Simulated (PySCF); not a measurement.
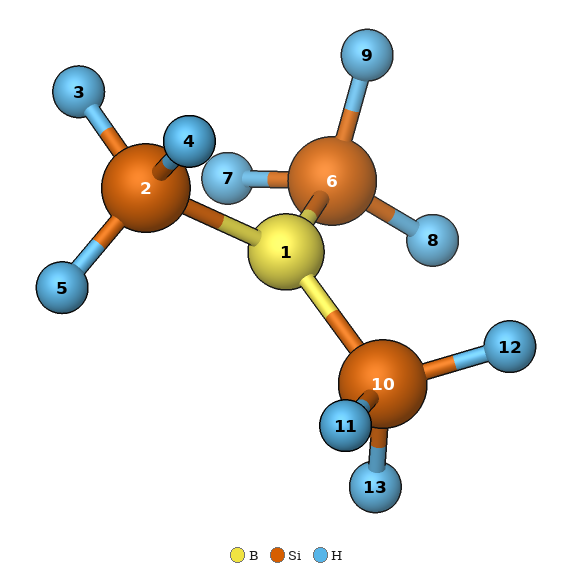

The computed structure is the end point of a PBE0-D3(BJ)/def2-SVP optimisation. No frequency run is at hand to confirm it as a minimum.

Which atoms are bonded, and how long are the bonds?

| bond | length (Å) | order |
| --- | --- | --- |
| B1–Si2 | 2.010 | single |
| B1–Si6 | 2.010 | single |
| B1–Si10 | 2.010 | single |
| Si2–H3 | 1.496 | single |
| Si2–H4 | 1.501 | single |
| Si2–H5 | 1.500 | single |
| Si6–H7 | 1.499 | single |
| Si6–H8 | 1.496 | single |
| Si6–H9 | 1.502 | single |
| Si10–H11 | 1.496 | single |
| Si10–H12 | 1.500 | single |
| Si10–H13 | 1.501 | single |
